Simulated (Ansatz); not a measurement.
# An extra electron or hole in a frame of liquid gamma-butyrolactone from 320 K (180 atoms): runs compared

Aim: add and remove one electron in a frame of liquid gamma-butyrolactone from 320 K (180 atoms), with atoms held and relaxed, and read trapping energy and localisation.

Computed with Ansatz 0.2.0: Kohn-Sham DFT, PBE+D4, PAW (set soft_2), plane waves.

## 1. The cell as built

The cell holds 180 atoms: 30 O, 60 C and 90 H. Cell: a = 12.380 Å, b = 12.380 Å, c = 12.380 Å, α = 90.0°, β = 90.0°, γ = 90.0°. 15 gamma-butyrolactone placed at random, at 1.13 g/cm³; overlaps pushed apart, then 10 ps at 470 K with MMFF94 bonds, angles, torsions, charges and radii (Halgren, J. Comput. Chem. 17, 490 (1996)) in harmonic and 12-6 forms. Snapshot after 20 ps at 320 K and fixed volume.

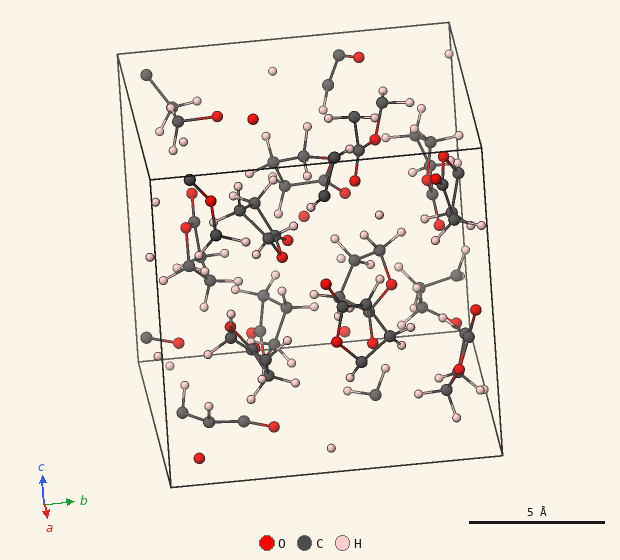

The cell as built. Bonds to atoms that aren't drawn are left out. Some periodic images of atoms are drawn too.

What the set-up can't give: The network of contacts between molecules at the start is that of the classical potential that made the cell, and needn't be the one that DFT or experiment would give. Sampling is at Γ alone, for a cell whose shortest periodic width is 12 Å. The liquid is relaxed first, so the results are those of a frozen frame at zero temperature.

## 2. The reference run

The reference is a single point at the end of the relaxation.

The charged cells start from the geometry of this run, on a uniform background, with spin and a narrow Fermi–Dirac smearing.

Its input, with most atom lines left out:

```yaml
crystal:
  lattice:
    - [12.3805, 0.0, 0.0]
    - [0.0, 12.3805, 0.0]
    - [0.0, 0.0, 12.3805]
  atoms:
    - { symbol: O, position: [0.31612, 0.89598, 0.49979] }
    - { symbol: C, position: [0.27614, 0.89005, 0.58933] }
    - { symbol: C, position: [0.16285, 0.92122, 0.62419] }
    - { symbol: C, position: [0.15079, 0.86742, 0.73444] }
    - { symbol: C, position: [0.2679, 0.86055, 0.77339] }
    - { symbol: O, position: [0.33335, 0.85507, 0.67565] }
    - { symbol: H, position: [0.16064, 0.01, 0.62977] }
    [... atom lines 8 to 180 left out ...]
kpoints:
  mp_grid: { grid: [1, 1, 1] }
hamiltonian:
  xc: pbe
  dispersion: d4
scf:
  occupations: { method: fermi_dirac, width: 0.05 }
output:
  forces: true
  stress: true
  populations: intrinsic
  dos:
    method: { smearing: { sigma: 0.15 } }
    de: 0.1
    projected: { site_lists: { C: [C], H: [H], O: [O] } }
  eigenvalues: true
  write_density: true
  write_potential: true
  volumetric_format: npy
```

- free energy per atom: -186.2045 eV/atom
- r.m.s. force component: 0.01039 eV/Å
- pressure: -0.3325 GPa

Filled and empty levels are parted by 4.74 eV (at Γ alone); a semilocal functional tends to put such gaps too low. In a disordered cell it changes from sample to sample and from frame to frame.

## 3. The runs

Each row is one run, on 4 threads of Arm Neoverse V1, shared host. The free energy is the program's total, comparable only between runs with the same functional, potentials and atoms; between charge states it hangs on the program's zero of potential.

| run | atoms | outcome | ionic steps, all passes | free energy (eV) | time | host memory (GiB) |
| --- | --- | --- | --- | --- | --- | --- |
| Single point at the start | 180 | converged | - | -33507.304 | 27 s | 2.5 |
| Relaxation | 180 | converged | 25 | -33516.816 | 9.3 min | 2.5 |
| Single point at the relaxed geometry | 180 | converged | - | -33516.816 | 45 s | 2.6 |
| An extra electron, atoms held | 180 | converged | - | -33512.983 | 2.8 min | 4.4 |
| An extra electron, atoms relaxed | 180 | converged | 19 | -33513.129 | 19 min | 4.3 |
| An extra electron, levels at the relaxed geometry | 180 | converged | - | -33513.129 | 2.3 min | 4.4 |
| Neutral at the geometry of the electron | 180 | converged | - | -33516.634 | 45 s | 2.6 |
| An extra hole, atoms held | 180 | converged | - | -33515.626 | 3.7 min | 4.4 |
| An extra hole, atoms relaxed | 180 | converged | 4 | -33515.655 | 8.3 min | 4.3 |
| An extra hole, levels at the relaxed geometry | 180 | converged | - | -33515.655 | 5.2 min | 4.4 |
| Neutral at the geometry of the hole | 180 | converged | - | -33516.789 | 43 s | 2.6 |

In some runs the program notes that the exchange-correlation potential is rough where the density is thin.

## 4. Energies and spread of the extra charge

Energies are differences within one cell and functional; the shift is the gain plus the neutral cell's energy at the new geometry, that is how much cheaper the vertical process becomes there. The spread is the participation number of the site moments (1/Σw², over the spin inside atomic spheres), with the atom that holds the largest share and the spin that the spheres hold in all.

| carrier | charged less neutral, atoms held (eV) | gain on relaxing (eV) | neutral cell at that geometry, less the reference (eV) | shift of the vertical energy (eV) | spread, atoms held | spread, relaxed |
| --- | --- | --- | --- | --- | --- | --- |
| electron | 3.833 | 0.146 | 0.182 | 0.328 | 34; C110 9 % of 0.36 μB | 20; C110 13 % of 0.35 μB |
| hole | 1.190 | 0.028 | 0.027 | 0.056 | 24; O169 8 % of 0.52 μB | 21; O169 9 % of 0.52 μB |

## 5. Findings

The extra electron gains 0.15 eV as the atoms relax, and its spin goes from about 34 to 20 atoms: a partial localisation as the atoms move, with the largest share on C110. With the atoms held, the spheres hold only 0.36 of the 1.00 μB, so the spread is read from a small part of the spin. The extra hole gains 0.028 eV as the atoms relax, and its spin goes from about 24 to 21 atoms: it stays spread out at this level. The hole is shared among 4 partly filled levels, as near-degenerate levels under the smearing give, and as self-interaction favours. Adding the two vertical energies gives 5.02 eV, against a gap of 4.74 eV in the neutral cell. The zero of the potential cancels in this sum; the excess isn't taken apart here: charging of a small cell, filling of bands on a coarse mesh and the attraction to the background can all enter.

**Limits.** Single energies of charged cells hang on the program's zero of potential. In the spin-polarised runs the search for a state of lower energy was switched off. No distortion was seeded, so a trapped state behind a barrier can't be found. Local and semilocal functionals favour spread-out charges, so trapping can be missed. The density was typed from a rule of thumb and may lie off the real one at this temperature. Charged cells carry a uniform background, with no correction for images.

The DFT runs together took 54 min of wall time.

[Logs are printed without paths, hosts, clocks, repeated set-up lines and the standing remarks that a program may print on its own settings, such as how far it seeks lower states.]

[Hosts, paths, dates, database ids (printed as entryN), source tags and the programs' standing remarks are cut or masked in the printed files.]

[The MMFF94 radii named for the starting cell were scaled by 0.96; in molecules described by MMFF94, hydrogen bound to N, O or S took a small fixed 12-6 site in their place.]
